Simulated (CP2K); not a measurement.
# AsH3 (arsine): GFN2-xTB

What is the vertical ionisation energy of AsH3 (arsine) at GFN2-xTB? 

The calculation is run with CP2K 2026.2.

8 further runs of the same task are left out: 5 that didn't finish, 3 set aside as unsound or not needed.

### Step 1. The molecule

AsH3 has 4 atoms, charge 0, and is taken as a singlet. As SMILES, `[AsH3]`. Geometry: relaxed at PBE0-D4/def2-TZVP.

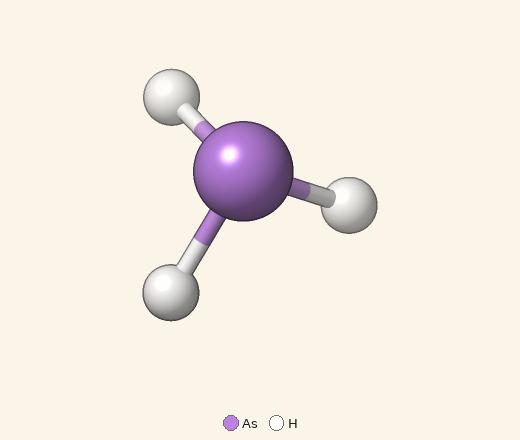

The structure, seen from a chosen angle (arsenic purple, hydrogen white).

### Step 2. The energy at GFN2-xTB

The input, molecule.pdb:

```
HETATM    1 As   MOL A   1      -0.216   0.488  -0.346  1.00  0.00          AS
HETATM    2 H    MOL A   1       0.350   0.630   1.059  1.00  0.00           H
HETATM    3 H    MOL A   1      -1.068  -0.706   0.061  1.00  0.00           H
HETATM    4 H    MOL A   1       0.934  -0.412  -0.774  1.00  0.00           H
END
```

The input, gas.inp:

```
&FORCE_EVAL
   METHOD QUICKSTEP
   &DFT
      CHARGE 0
      MULTIPLICITY 1
      &QS
         METHOD XTB
         EPS_DEFAULT 1.0E-10
         &XTB
            GFN_TYPE TBLITE
            &TBLITE
               METHOD GFN2
            &END TBLITE
            CHECK_ATOMIC_CHARGES F
         &END XTB
      &END QS
      &POISSON
         PERIODIC NONE
         POISSON_SOLVER ANALYTIC
      &END POISSON
      &SCF
         SCF_GUESS ATOMIC
         EPS_SCF 1.0E-07
         MAX_SCF 150
         ADDED_MOS 8
         &DIAGONALIZATION
            ALGORITHM STANDARD
         &END DIAGONALIZATION
         &MIXING
            METHOD DIRECT_P_MIXING
            ALPHA 0.4
         &END MIXING
      &END SCF
      &PRINT
         &MOMENTS
            PERIODIC F
            REFERENCE COM
            MAX_MOMENT 1
         &END MOMENTS
         &MO ON
            ENERGIES T
            OCCUPATION_NUMBERS T
            NDIGITS 6
            &EACH
               QS_SCF 0
            &END EACH
            ADD_LAST NUMERIC
         &END MO
         &HIRSHFELD OFF
         &END HIRSHFELD
      &END PRINT
   &END DFT
   &SUBSYS
      &CELL
         ABC [angstrom] 12 11.3 11.8
         PERIODIC NONE
      &END CELL
      &TOPOLOGY
         COORD_FILE_NAME molecule.pdb
         COORD_FILE_FORMAT PDB
         CONN_FILE_FORMAT OFF
         &CENTER_COORDINATES
         &END CENTER_COORDINATES
      &END TOPOLOGY
   &END SUBSYS
&END FORCE_EVAL

&GLOBAL
   PROJECT gas
   RUN_TYPE ENERGY
   PRINT_LEVEL MEDIUM
&END GLOBAL
```

Command:

```sh
$ OMP_NUM_THREADS=1 cp2k.psmp -i gas.inp -o gas.out
```

What it wrote:

```text
CP2K| version string:                                       CP2K version 2026.2
[...]
 GLOBAL| Method name                                                        CP2K
[...]
 GLOBAL| Run type                                                         ENERGY
[...]
                             - Atoms:                                          4
[...]
                             - Spherical basis functions:                     12
[...]
 Number of electrons:                                                          8
[...]
  *** SCF run converged in     9 steps ***
[...]
  Fermi energy:                                                -0.20774990181973
[...]
 TB_DIPOLE| Moment [Debye]         -0.12649609       0.28795626      -0.20327714
 TB_DIPOLE| Derivative [a.u.]       0.00000000       0.00000000       0.00000000
[...]
 ENERGY| Total FORCE_EVAL ( QS ) energy [hartree]             -3.879085152151160
[...]
```

It took 0.2 s on 1 thread of Arm Neoverse V2, shared host.

### Step 3. The doublet cation at the same level

molecule.pdb is that of step 2.

The input, qs.inp:

```
&GLOBAL
  PROJECT qs
  RUN_TYPE ENERGY
  PRINT_LEVEL MEDIUM
&END

&FORCE_EVAL
  METHOD QUICKSTEP
  &DFT
    CHARGE 1
    MULTIPLICITY 2
    UKS T
    &QS
      METHOD XTB
      EPS_DEFAULT 1.0E-10
      &XTB
        GFN_TYPE TBLITE
        &TBLITE
          METHOD GFN2
        &END
        CHECK_ATOMIC_CHARGES F
      &END
    &END
    &POISSON
      PERIODIC NONE
      POISSON_SOLVER ANALYTIC
    &END
    ! self-consistent field
    &SCF
      SCF_GUESS ATOMIC
      EPS_SCF 1.0E-07
      MAX_SCF 150
      ADDED_MOS 8
      &DIAGONALIZATION
        ALGORITHM STANDARD
      &END
      &MIXING
        METHOD DIRECT_P_MIXING
        ALPHA 0.4
      &END
      &SMEAR ON
        METHOD FERMI_DIRAC
        ELECTRONIC_TEMPERATURE [K] 300
        FIXED_MAGNETIC_MOMENT 1.0
      &END
    &END
    ! extra output
    &PRINT
      &MOMENTS
        PERIODIC F
        REFERENCE COM
        MAX_MOMENT 1
      &END
      &MO ON
        ENERGIES T
        OCCUPATION_NUMBERS T
        NDIGITS 6
        &EACH
          QS_SCF 0
        &END
        ADD_LAST NUMERIC
      &END
      &HIRSHFELD OFF
      &END
    &END
  &END
  &SUBSYS
    ! vacuum box
    &CELL
      ABC [angstrom] 12 11.3 11.8
      PERIODIC NONE
    &END
    &TOPOLOGY
      COORD_FILE_NAME molecule.pdb
      COORD_FILE_FORMAT PDB
      CONN_FILE_FORMAT OFF
      &CENTER_COORDINATES
      &END
    &END
  &END
&END
```

Command:

```sh
$ OMP_NUM_THREADS=1 cp2k.psmp -i qs.inp -o qs.out
```

What it wrote:

```text
CP2K| version string:                                       CP2K version 2026.2
[...]
 GLOBAL| Method name                                                        CP2K
[...]
 GLOBAL| Run type                                                         ENERGY
[...]
                             - Atoms:                                          4
[...]
                             - Spherical basis functions:                     12
[...]
 Number of electrons:                                                          4
[...]
  *** SCF run converged in    11 steps ***
[...]
  Fermi energy:                                                -0.59446231416131
[...]
 TB_DIPOLE| Moment [Debye]          0.76368914      -1.72874527       1.22541210
 TB_DIPOLE| Derivative [a.u.]       0.00000000       0.00000000       0.00000000
[...]
 ENERGY| Total FORCE_EVAL ( QS ) energy [hartree]             -3.332859093001321
[...]
```

Wall time 0.22 s (1 thread of Arm Neoverse V2, shared host).

### Step 4. Outcome

At GFN2-xTB:

```
                                               quantity         value
                             singlet AsH3: total energy   -3.87909 Eh
singlet AsH3: dipole moment (from atomic charges alone)        0.37 D
                              singlet AsH3: HOMO energy     -11.05 eV
                              singlet AsH3: LUMO energy      -4.72 eV
                            singlet AsH3: HOMO–LUMO gap       6.33 eV
                        singlet AsH3: dispersion energy  -2.59 kJ/mol
                           doublet cation: total energy   -3.33286 Eh
     doublet cation: HOMO energy (highest over α and β)     -19.23 eV
      doublet cation: LUMO energy (lowest over α and β)     -18.75 eV
                      doublet cation: dispersion energy  -1.29 kJ/mol
     vertical ionisation energy (to the doublet cation)     14.864 eV
```

What this shows: Removing an electron at fixed nuclei costs 14.86 eV (1434 kJ/mol). xTB total energies overstate such differences by several eV unless an empirical shift is taken off; none is applied here. The dipole (singlet AsH3) comes from point charges on the atoms alone, without atomic dipoles, so it is partial.
